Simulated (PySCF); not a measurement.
**C$_{5}$H$_{8}$O$_{2}$Si$_{2}$ (SMILES O=C(O)[SiH]1C=C[SiH2]C=C1): density, localisation and related maps**

```yaml
atoms:
  - { symbol: O, position_ang: [3.2378, -1.3799, 0.1718] }
  - { symbol: C, position_ang: [2.2132, -0.7498, 0.2413] }
  - { symbol: O, position_ang: [2.1295, 0.3910, 0.9382] }
  - { symbol: Si, position_ang: [0.5277, -1.1985, -0.5770] }
  - { symbol: C, position_ang: [0.0557, 0.2235, -1.7158] }
  - { symbol: C, position_ang: [-0.7516, 1.2191, -1.3532] }
  - { symbol: Si, position_ang: [-1.5509, 1.3713, 0.3451] }
  - { symbol: C, position_ang: [-1.5371, -0.3217, 1.1697] }
  - { symbol: C, position_ang: [-0.7303, -1.3214, 0.8172] }
  - { symbol: H, position_ang: [2.9822, 0.6074, 1.3551] }
  - { symbol: H, position_ang: [0.7058, -2.4632, -1.2991] }
  - { symbol: H, position_ang: [0.4680, 0.2142, -2.7208] }
  - { symbol: H, position_ang: [-0.9739, 2.0009, -2.0730] }
  - { symbol: H, position_ang: [-2.9433, 1.8207, 0.1790] }
  - { symbol: H, position_ang: [-0.8166, 2.3397, 1.1717] }
  - { symbol: H, position_ang: [-2.2347, -0.4763, 1.9871] }
  - { symbol: H, position_ang: [-0.7887, -2.2648, 1.3528] }
```

Geometry: GFN2-xTB.

Method: PBE0/pcSseg-1, SCF density, gas phase, non-relativistic in PySCF.

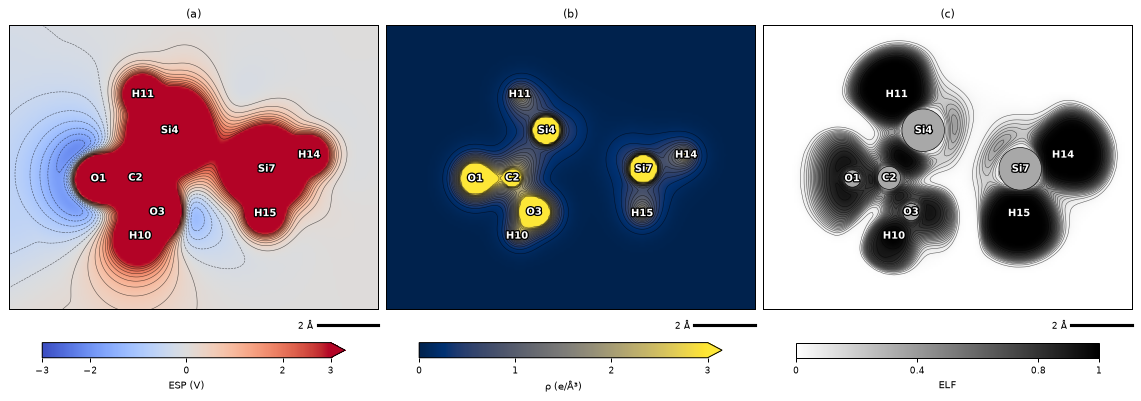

Figure 1. (a) electrostatic potential; (b) electron density; (c) ELF on the plane of atoms O1, C2 and O3. Grey discs cover the atomic cores in the ELF map.

Question: Read the bonding off the picture.

Answer: The section cuts through O, C, Si and H sites. C–O (1.20 Å): the density is about 3.3 e/Å³ at the midpoint; the ELF peaks at about 0.85 between the atoms (a short, multiple covalent bond). O–H (0.97 Å): ρ is about 3.7 e/Å³ halfway; the ELF climbs to about 1 towards the hydrogen, as it does in any bond to H: an ordinary covalent bond to hydrogen. C–O (1.34 Å): the density is about 2.4 e/Å³ at the midpoint; the ELF peaks at about 0.90 between the atoms; a shared but strongly polarised pair. C–Si (1.93 Å): ρ is about 0.91 e/Å³ halfway; the ELF peaks at about 1 between the atoms: localised, covalent bonding. The ELF also peaks beside O1, away from the bonds: lone-pair regions. Outside the dense part of the molecule the potential is most negative (−2.1 V) near O1.

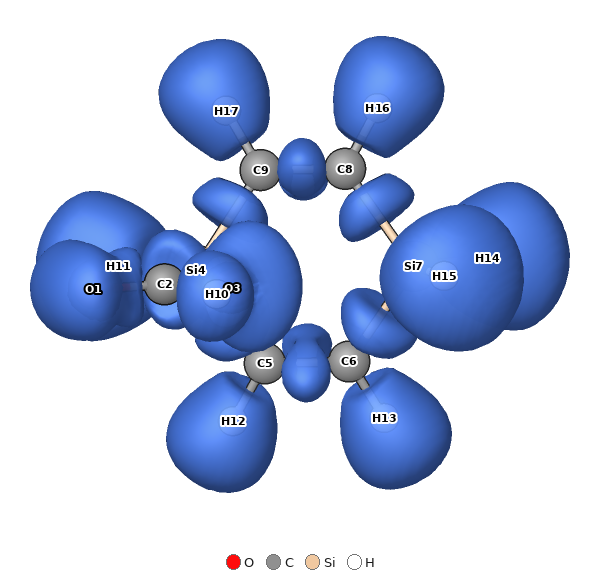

Figure 2. Isosurface of the ELF at 0.75 (blue), seen at an oblique angle. Only the valence region is drawn (cores and ρ < 0.01 e/Å³ removed).

Question: Where are the electrons localised?

Answer: At this value the surface marks out two regions between bonded C–C atoms (shared pairs), five regions between bonded C–Si atoms (shared pairs), seven regions around hydrogen nuclei, one region on O in which the atom's valence shell and bonds are merged and one joined region spread over several atoms (H, O), in which their bonds and any lone pairs are merged. Along the contacts the grid gives the following. C–C (1.33 Å): the ELF peaks at about 0.90 between the atoms: a multiple bond.

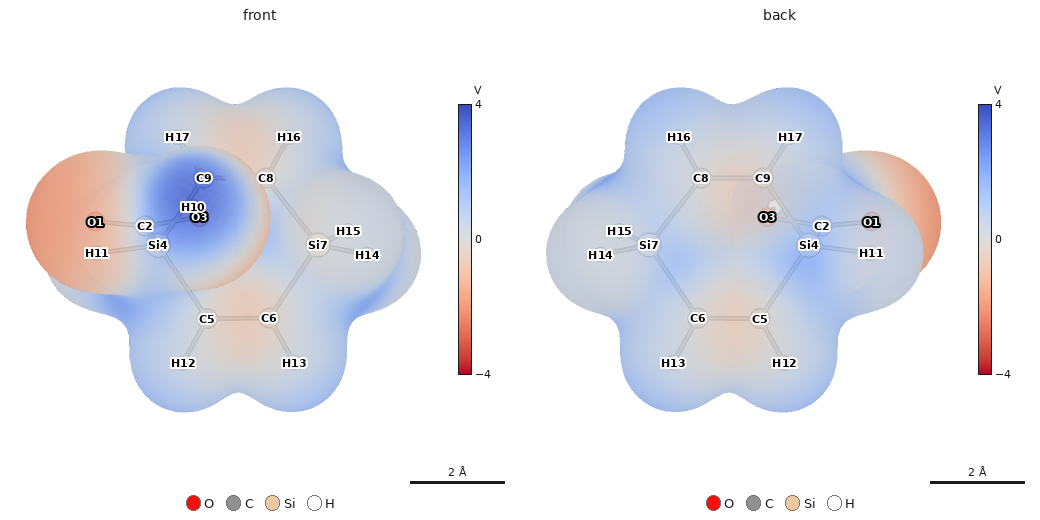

Figure 3. The electrostatic potential painted on the density surface at 0.004 e/bohr³, seen from the front and from behind; red is negative and blue positive.

Question: Describe the electrostatic potential map.

Answer: The most negative region (about −1.8 V) lies over O1, the most positive (about +3.2 V) over H10. O1 is the likeliest acceptor of a hydrogen bond.
